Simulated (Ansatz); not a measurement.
**TiAl18: geometry relaxation (part 1 of 2)**

The run: geometry relaxation of TiAl18 (slab, 19 atoms in the cell). Method and program: DFT PBEsol, scalar-relativistic, plane waves, PAW, PAW set soft_1, no spin polarisation (Ansatz 0.2.0).

The input holds or restrains some coordinates. Forces given for the steps count only the free coordinates. It belongs to a series of runs on one base structure; here: start relaxed. Figures and captions count atoms from 1; the log counts them from 0 in places.

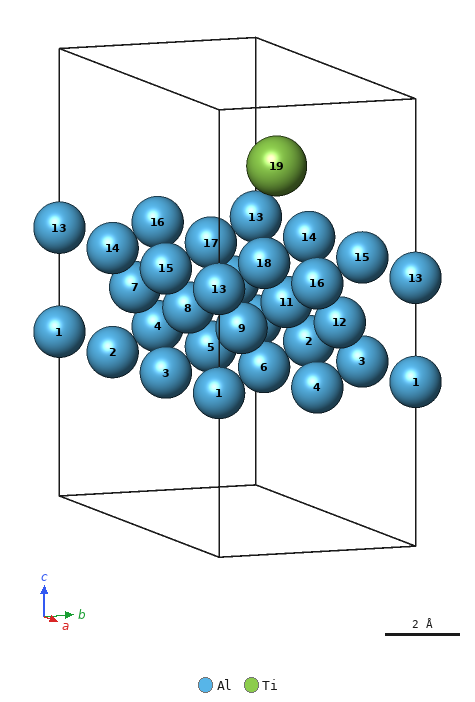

Figure 1. The starting structure (spheres-only view of the cell of the calculation, with the vacuum cut short, seen slightly off an axis; atoms are numbered from 1 in the order of the input). An atom can appear more than once, as a periodic image.

## Key numbers

```tsv
quantity	value
outcome	converged under the restraints of the input
electrons treated	66
free energy	−11905.3761 eV
Fermi energy	−0.526 eV
final volume	1103.96 Å³
largest force (length of the vector) at the end, held atoms and coordinates included	0.412 eV/Å
hardware	1 thread of Arm Neoverse V1, 24 GiB of memory available, shared host
wall time	2.7 min
peak memory	0.83 GiB
```

## Notes

The program warns: the PAW datasets were made with another functional. The input asks for low accuracy. The k-point mesh is coarse for a cell of this size, so the results may not be converged.

## Input file
```yaml
accuracy: low
crystal:
  lattice:
    - [12.15, 0.0, 0.0]
    - [0.0, 5.727565, 0.0]
    - [0.0, 0.0, 15.863782]
  atoms:
    - { symbol: Al, position: [0.0, 0.0, 0.0630367] }
    - { symbol: Al, position: [0.3333333, 0.0, 0.0630367] }
    - { symbol: Al, position: [0.6666667, 0.0, 0.0630367] }
    - { symbol: Al, position: [0.0, 0.5, 0.0630367] }
    - { symbol: Al, position: [0.3333333, 0.5, 0.0630367] }
    - { symbol: Al, position: [0.6666667, 0.5, 0.0630367] }
    - { symbol: Al, position: [0.1666667, 0.25, 0.1532983] }
    - { symbol: Al, position: [0.5, 0.25, 0.1532983] }
    - { symbol: Al, position: [0.8333333, 0.25, 0.1532983] }
    - { symbol: Al, position: [0.1666667, 0.75, 0.1532983] }
    - { symbol: Al, position: [0.5, 0.75, 0.1532983] }
    - { symbol: Al, position: [0.8333333, 0.75, 0.1532983] }
    - { symbol: Al, position: [0.0, 0.0, 0.24356] }
    - { symbol: Al, position: [0.3333333, 0.0, 0.24356] }
    - { symbol: Al, position: [0.6666667, 0.0, 0.24356] }
    - { symbol: Al, position: [0.0, 0.5, 0.24356] }
    - { symbol: Al, position: [0.3333333, 0.5, 0.24356] }
    - { symbol: Al, position: [0.6666667, 0.5, 0.24356] }
    - { symbol: Ti, position: [0.5626655, 0.6486122, 0.3979998] }
basis:
  ecutwfc: 420.0
kpoints:
  mp_grid: { grid: [1, 3, 1] }
hamiltonian:
  xc: pbesol
  pseudopotentials: { kind: paw, azcp: { folder: soft_1 } }
scf:
  occupations: { method: fermi_dirac, width: 0.1 }
  lower_state_search: "off"
relax:
  f_tol: 0.08
  max_steps: 25
  adjacent_minimum: "off"
  constraints: [{ sites: [0, 1, 2, 3, 4, 5] }]
```

Launched with:
```bash
ansatz run input.yaml --threads 1 --pin off --max-ram 3072MiB --backend cpu --events-out ev --progress --plain --runs-dir out
```

## Output
```
Warning: [file] the record states the generating functional pbe (its physics header spells it `PBE`), which answers neither for hamiltonian.xc's functional nor for the pbesol family's — results may be inconsistent (PPs are generated against a specific XC)
Warning: [file] the record states the generating functional pbe (its physics header spells it `PBE`), which answers neither for hamiltonian.xc's functional nor for the pbesol family's — results may be inconsistent (PPs are generated against a specific XC)
Engine: ansatz 0.2.0, aarch64-unknown-linux-gnu
Pseudopotentials: kind: paw
Pseudopotential: Al, paw, valence charge 3, recommended cutoff 420 eV (normal), [file]
Pseudopotential: Ti, paw, valence charge 12, recommended cutoff 420 eV (normal), [file]
Functional definition: PBEsol
  exchange = pbesol_x
  correlation = pbesol_c
Crystal: 19 atoms, lattice volume = 1103.959 Å³
Basis set: ecut = 420 eV, 21639 PW (Γ), exchange–correlation on 180×80×216 points (8 copies of the dense FFT grid, shifted against one another)
Bands: 52, of which v1, the nominal top of the filled ones, is band 33 counted from 1 (32 counted from 0)
Symmetry: 1 space group operations
Space group: P1 (ITA 1), of the structure as read, at distance tolerance 1.0e-4 Å
k-points: 2 of 3 (time reversal used)
Non-local potential: Al, projectors of the file, l = 0: 2, l = 1: 2, l = 2: 1
Non-local potential: Ti, projectors of the file, l = 0: 3, l = 1: 2, l = 2: 3, l = 3: 1
PAW form: soft (Blöchl's): semilocal exchange-correlation on the pseudo side does not see the compensation charge
PAW frozen core: Al, regenerated for the run's functional, and the local potential with it (the file was generated under x = pbe(κ = 0.804, μ = 0.2195149727645171), c = pbe(β = 0.06672455060314922))
PAW frozen core: Ti, regenerated for the run's functional, and the local potential with it (the file was generated under x = pbe(κ = 0.804, μ = 0.2195149727645171), c = pbe(β = 0.06672455060314922))
PAW one-centre angular grid: Al, 110 points (default); XC on 64 Gauss nodes
PAW one-centre angular grid: Ti, 590 points (default); XC on 64 Gauss nodes
Initial density: superposition of atomic densities (neutral atoms: chi_scale 0, normalization atom)
Initial wavefunctions: pseudopotential atomic-orbital guess
Functional: x = pbesol(κ = 0.804, μ = 0.12345679012345678), c = pbesol(β = 0.046)
SCF iter   1: F=—  HF=-11909.113983 eV  |F-HF|=—  |Δ(HF+E_count)|=         —  Δρ=3.31e-2  dr2=7.34e1  ethr=3.10e-3  ⟨swp⟩=8.5  Hψ=608  notcnv=0
preconditioner: auto → LDOS  [metal: Δε(μ)=0.085 eV  Ē_g=5.443 eV  σ=0.100 eV  W_gap=0.21  n_scr=108 (ndim 8)  ℏωp=8.5 eV  f_vac=0.444  D(μ)=12.12/eV (n_scr^D=52)  β→1.0]
SCF iter   2: F=—  HF=-11954.161853 eV  |F-HF|=—  |Δ(HF+E_count)|=    4.50e1  Δρ=1.42e-1  dr2=8.15e2  ethr=3.10e-3  ⟨swp⟩=15.5  Hψ=856  notcnv=0  defer=2  recentre
SCF iter   3: F=—  HF=-11907.250765 eV  |F-HF|=—  |Δ(HF+E_count)|=    4.69e1  Δρ=3.52e-2  dr2=6.35e1  ethr=3.10e-3  ⟨swp⟩=10.5  Hψ=494  notcnv=0  defer=3
SCF iter   4: F=—  HF=-11902.447084 eV  |F-HF|=—  |Δ(HF+E_count)|=    4.80e0  Δρ=1.92e-2  dr2=1.33e1  ethr=3.10e-3  ⟨swp⟩=8.0  Hψ=408  notcnv=0  defer=1
SCF iter   5: F=—  HF=-11907.021718 eV  |F-HF|=—  |Δ(HF+E_count)|=    4.57e0  Δρ=9.93e-2  dr2=3.50e2  ethr=3.10e-3  ⟨swp⟩=7.0  Hψ=357  notcnv=0  recentre
SCF iter   6: F=—  HF=-11904.374803 eV  |F-HF|=—  |Δ(HF+E_count)|=    2.65e0  Δρ=7.44e-2  dr2=1.99e2  ethr=3.10e-3  ⟨swp⟩=1.0  Hψ=120  notcnv=0
SCF iter   7: F=—  HF=-11902.307597 eV  |F-HF|=—  |Δ(HF+E_count)|=    2.07e0  Δρ=1.90e-2  dr2=1.10e1  ethr=3.10e-3  ⟨swp⟩=3.0  Hψ=212  notcnv=0
SCF iter   8: F=—  HF=-11902.639643 eV  |F-HF|=—  |Δ(HF+E_count)|=   3.32e-1  Δρ=2.44e-2  dr2=2.16e1  ethr=3.10e-3  ⟨swp⟩=2.5  Hψ=135  notcnv=0
SCF iter   9: F=—  HF=-11902.329436 eV  |F-HF|=—  |Δ(HF+E_count)|=   3.10e-1  Δρ=2.10e-2  dr2=1.56e1  ethr=3.10e-3  ⟨swp⟩=1.0  Hψ=104  notcnv=0
SCF iter  10: F=—  HF=-11902.000503 eV  |F-HF|=—  |Δ(HF+E_count)|=   3.29e-1  Δρ=1.35e-2  dr2=5.96e0  ethr=3.10e-3  ⟨swp⟩=1.0  Hψ=104  notcnv=0
SCF iter  11: F=—  HF=-11901.902990 eV  |F-HF|=—  |Δ(HF+E_count)|=   9.75e-2  Δρ=7.96e-3  dr2=2.11e0  ethr=3.10e-3  ⟨swp⟩=1.0  Hψ=104  notcnv=0
SCF iter  12: F=—  HF=-11901.853835 eV  |F-HF|=—  |Δ(HF+E_count)|=   4.92e-2  Δρ=1.65e-3  dr2=9.12e-2  ethr=3.10e-3  ⟨swp⟩=1.0  Hψ=104  notcnv=0
SCF iter  13: F=—  HF=-11901.857200 eV  |F-HF|=—  |Δ(HF+E_count)|=   3.37e-3  Δρ=2.46e-3  dr2=1.87e-1  ethr=1.38e-4  ⟨swp⟩=1.0  Hψ=112  notcnv=0
SCF iter  14: F=—  HF=-11901.853199 eV  |F-HF|=—  |Δ(HF+E_count)|=   4.00e-3  Δρ=8.45e-5  dr2=2.36e-4  ethr=1.38e-4  ⟨swp⟩=1.0  Hψ=104  notcnv=0
SCF iter  15: F=—  HF=-11901.853240 eV  |F-HF|=—  |Δ(HF+E_count)|=   4.08e-5  Δρ=2.22e-4  dr2=1.45e-3  ethr=3.58e-7  ⟨swp⟩=4.5  Hψ=236  notcnv=0
SCF iter  16: F=-11901.853136 eV  HF=-11901.853214 eV  |F-HF|=7.77e-5  |Δ(HF+E_count)|=   2.60e-5  Δρ=7.81e-5  dr2=8.93e-5  ethr=1.52e-7  ⟨swp⟩=4.0  Hψ=357  notcnv=0
SCF 1 converged in 16 iterations: F = -11901.853136 eV  dr2 = 8.93e-5
  greatest PAW one-centre occupation: 0.999 electrons in one spin orbital (limit 2), on the Ti atom at site 18 (counted from 0), in its partial waves of l = 0
relax step   1: F+E_penalty+E_count = -11901.85313581 eV  Δ(F+E_penalty+E_count) = +0.000e0 eV  max|allowed force component| = 2.258e0 eV/Å  Δτ_max = 0.0000 Å  (16 SCF iters, dr2 threshold 1.00e-4 eV, accepted)
Initial density: handed on by an earlier stage of this run
Initial wavefunctions: those handed on with the density
iter 1 solved again at ethr=8.60e-4 eV; its pass at ethr=3.10e-3 eV (dr2=5.68e-1 eV) is discarded
SCF iter   1: F=—  HF=-11902.366500 eV  |F-HF|=—  |Δ(HF+E_count)|=         —  Δρ=4.12e-3  dr2=5.14e-1  ethr=8.60e-4  ⟨swp⟩=2.5  Hψ=381  notcnv=0
preconditioner: auto → LDOS  [metal: Δε(μ)=0.215 eV  Ē_g=4.853 eV  σ=0.100 eV  W_gap=0.49  n_scr=108 (ndim 8)  ℏωp=8.5 eV  f_vac=0.479  D(μ)=12.50/eV (n_scr^D=52)  β→1.0]
SCF iter   2: F=—  HF=-11902.337505 eV  |F-HF|=—  |Δ(HF+E_count)|=   2.90e-2  Δρ=2.62e-3  dr2=1.36e-1  ethr=7.78e-4  ⟨swp⟩=2.5  Hψ=127  notcnv=0
SCF iter   3: F=—  HF=-11902.345548 eV  |F-HF|=—  |Δ(HF+E_count)|=   8.04e-3  Δρ=3.27e-3  dr2=1.27e-1  ethr=2.07e-4  ⟨swp⟩=2.0  Hψ=191  notcnv=0
SCF iter   4: F=—  HF=-11902.332172 eV  |F-HF|=—  |Δ(HF+E_count)|=   1.34e-2  Δρ=5.77e-4  dr2=2.46e-3  ethr=1.92e-4  ⟨swp⟩=1.0  Hψ=104  notcnv=0
SCF iter   5: F=—  HF=-11902.332241 eV  |F-HF|=—  |Δ(HF+E_count)|=   6.85e-5  Δρ=1.88e-4  dr2=7.92e-4  ethr=3.73e-6  ⟨swp⟩=1.5  Hψ=105  notcnv=0
SCF iter   6: F=—  HF=-11902.332359 eV  |F-HF|=—  |Δ(HF+E_count)|=   1.18e-4  Δρ=5.58e-5  dr2=3.99e-5  ethr=1.20e-6  ⟨swp⟩=1.5  Hψ=121  notcnv=0
SCF iter   7: F=-11902.332376 eV  HF=-11902.332372 eV  |F-HF|=3.35e-6  |Δ(HF+E_count)|=   1.35e-5  Δρ=3.17e-5  dr2=1.15e-5  ethr=6.04e-8  ⟨swp⟩=5.0  Hψ=309  notcnv=0
SCF 2 converged in 7 iterations: F = -11902.332376 eV  dr2 = 1.15e-5
relax step   2: F+E_penalty+E_count = -11902.33237555 eV  Δ(F+E_penalty+E_count) = -4.792e-1 eV  max|allowed force component| = 2.344e0 eV/Å  Δτ_max = 0.1948 Å  (7 SCF iters, dr2 threshold 1.00e-4 eV, accepted)
iter 1 solved again at ethr=7.47e-4 eV; its pass at ethr=3.10e-3 eV (dr2=4.93e-1 eV) is discarded
[...]
preconditioner: auto → LDOS  [metal: Δε(μ)=0.200 eV  Ē_g=4.891 eV  σ=0.100 eV  W_gap=0.45  n_scr=108 (ndim 8)  ℏωp=8.5 eV  f_vac=0.486  D(μ)=10.84/eV (n_scr^D=48)  β→1.0]
relax step   3: F+E_penalty+E_count = -11902.82413946 eV  Δ(F+E_penalty+E_count) = -4.918e-1 eV  max|allowed force component| = 2.336e0 eV/Å  Δτ_max = 0.1948 Å  (6 SCF iters, dr2 threshold 1.00e-4 eV, accepted)
preconditioner: auto → LDOS  [metal: Δε(μ)=0.133 eV  Ē_g=4.929 eV  σ=0.100 eV  W_gap=0.29  n_scr=108 (ndim 8)  ℏωp=8.5 eV  f_vac=0.492  D(μ)=9.42/eV (n_scr^D=32)  β→1.0]
relax step   4: F+E_penalty+E_count = -11903.32101881 eV  Δ(F+E_penalty+E_count) = -4.969e-1 eV  max|allowed force component| = 2.234e0 eV/Å  Δτ_max = 0.1949 Å  (6 SCF iters, dr2 threshold 1.00e-4 eV, accepted)
preconditioner: auto → LDOS  [insulator: Δε(μ)=0.271 eV  Ē_g=4.985 eV  σ=0.100 eV  W_gap=0.53  n_scr=108 (ndim 8)  ℏωp=8.5 eV  f_vac=0.498  D(μ)=8.25/eV (n_scr^D=22)  ε∞_Penn≈3.9  β→1.0]
  greatest PAW one-centre occupation: 0.998 electrons in one spin orbital (limit 2), on the Ti atom at site 18 (counted from 0), in its partial waves of l = 0
relax step   5: F+E_penalty+E_count = -11903.80938274 eV  Δ(F+E_penalty+E_count) = -4.884e-1 eV  max|allowed force component| = 2.038e0 eV/Å  Δτ_max = 0.1950 Å  (6 SCF iters, dr2 threshold 1.00e-4 eV, accepted)
preconditioner: auto → LDOS  [insulator: Δε(μ)=0.345 eV  Ē_g=5.026 eV  σ=0.100 eV  W_gap=0.62  n_scr=108 (ndim 8)  ℏωp=8.5 eV  f_vac=0.503  D(μ)=7.35/eV (n_scr^D=18)  ε∞_Penn≈3.9  β→1.0]
relax step   6: F+E_penalty+E_count = -11904.26485892 eV  Δ(F+E_penalty+E_count) = -4.555e-1 eV  max|allowed force component| = 1.733e0 eV/Å  Δτ_max = 0.1933 Å  (6 SCF iters, dr2 threshold 1.00e-4 eV, accepted)
preconditioner: auto → LDOS  [insulator: Δε(μ)=0.349 eV  Ē_g=5.066 eV  σ=0.100 eV  W_gap=0.57  n_scr=108 (ndim 8)  ℏωp=8.5 eV  f_vac=0.506  D(μ)=6.68/eV (n_scr^D=16)  ε∞_Penn≈3.8  β→1.0]
relax step   7: F+E_penalty+E_count = -11904.65945902 eV  Δ(F+E_penalty+E_count) = -3.946e-1 eV  max|allowed force component| = 1.328e0 eV/Å  Δτ_max = 0.1935 Å  (6 SCF iters, dr2 threshold 1.00e-4 eV, accepted)
preconditioner: auto → LDOS  [insulator: Δε(μ)=0.304 eV  Ē_g=5.113 eV  σ=0.100 eV  W_gap=0.52  n_scr=108 (ndim 8)  ℏωp=8.5 eV  f_vac=0.509  D(μ)=6.81/eV (n_scr^D=16)  ε∞_Penn≈3.8  β→1.0]
relax step   8: F+E_penalty+E_count = -11904.95545942 eV  Δ(F+E_penalty+E_count) = -2.960e-1 eV  max|allowed force component| = 1.045e0 eV/Å  Δτ_max = 0.2000 Å  (6 SCF iters, dr2 threshold 1.00e-4 eV, accepted)
preconditioner: auto → LDOS  [metal: Δε(μ)=0.269 eV  Ē_g=5.140 eV  σ=0.100 eV  W_gap=0.44  n_scr=108 (ndim 8)  ℏωp=8.5 eV  f_vac=0.512  D(μ)=6.57/eV (n_scr^D=16)  β→1.0]
relax step   9: F+E_penalty+E_count = -11905.16236165 eV  Δ(F+E_penalty+E_count) = -2.069e-1 eV  max|allowed force component| = 3.013e-1 eV/Å  Δτ_max = 0.1948 Å  (6 SCF iters, dr2 threshold 1.00e-4 eV, accepted)
preconditioner: auto → LDOS  [metal: Δε(μ)=0.182 eV  Ē_g=5.173 eV  σ=0.100 eV  W_gap=0.40  n_scr=108 (ndim 8)  ℏωp=8.5 eV  f_vac=0.515  D(μ)=7.40/eV (n_scr^D=18)  β→1.0]
relax step  10: F+E_penalty+E_count = -11905.26674016 eV  Δ(F+E_penalty+E_count) = -1.044e-1 eV  max|allowed force component| = 1.230e-1 eV/Å  Δτ_max = 0.2000 Å  (7 SCF iters, dr2 threshold 7.55e-6 eV, accepted)
preconditioner: auto → LDOS  [metal: Δε(μ)=0.214 eV  Ē_g=5.173 eV  σ=0.100 eV  W_gap=0.47  n_scr=108 (ndim 8)  ℏωp=8.5 eV  f_vac=0.516  D(μ)=7.91/eV (n_scr^D=22)  β→1.0]
relax step  11: F+E_penalty+E_count = -11905.33821845 eV  Δ(F+E_penalty+E_count) = -7.148e-2 eV  max|allowed force component| = 8.847e-2 eV/Å  Δτ_max = 0.2000 Å  (9 SCF iters, accepted)
eigensolver tolerance schedule: the retry pair's looser diagonalisation over-reported the residual by 0.24 of it (diagonalisation noise at 0.10 of the residual, at the tolerance the schedule requests for it); recorded, not acted on — ethr = c·dr2/N_el stays at c = 1.0e-1
preconditioner: auto → LDOS  [insulator: Δε(μ)=0.246 eV  Ē_g=5.186 eV  σ=0.100 eV  W_gap=0.54  n_scr=108 (ndim 8)  ℏωp=8.5 eV  f_vac=0.517  D(μ)=8.12/eV (n_scr^D=22)  ε∞_Penn≈3.7  β→1.0]
relax step  12: F+E_penalty+E_count = -11905.35543686 eV  Δ(F+E_penalty+E_count) = -1.722e-2 eV  max|allowed force component| = 1.883e-1 eV/Å  Δτ_max = 0.1969 Å  (9 SCF iters, accepted)
preconditioner: auto → LDOS  [insulator: Δε(μ)=0.250 eV  Ē_g=5.176 eV  σ=0.100 eV  W_gap=0.55  n_scr=108 (ndim 8)  ℏωp=8.5 eV  f_vac=0.516  D(μ)=9.17/eV (n_scr^D=32)  ε∞_Penn≈3.7  β→1.0]
relax step  13: F+E_penalty+E_count = -11905.36564494 eV  Δ(F+E_penalty+E_count) = -1.021e-2 eV  max|allowed force component| = 1.080e-1 eV/Å  Δτ_max = 0.1857 Å  (6 SCF iters, dr2 threshold 1.83e-5 eV, accepted)
preconditioner: auto → LDOS  [insulator: Δε(μ)=0.255 eV  Ē_g=5.165 eV  σ=0.100 eV  W_gap=0.55  n_scr=108 (ndim 8)  ℏωp=8.5 eV  f_vac=0.515  D(μ)=8.89/eV (n_scr^D=28)  ε∞_Penn≈3.7  β→1.0]
relax step  14: F+E_penalty+E_count = -11905.37612941 eV  Δ(F+E_penalty+E_count) = -1.048e-2 eV  max|allowed force component| = 5.914e-2 eV/Å  Δτ_max = 0.0908 Å  (7 SCF iters, accepted)
```
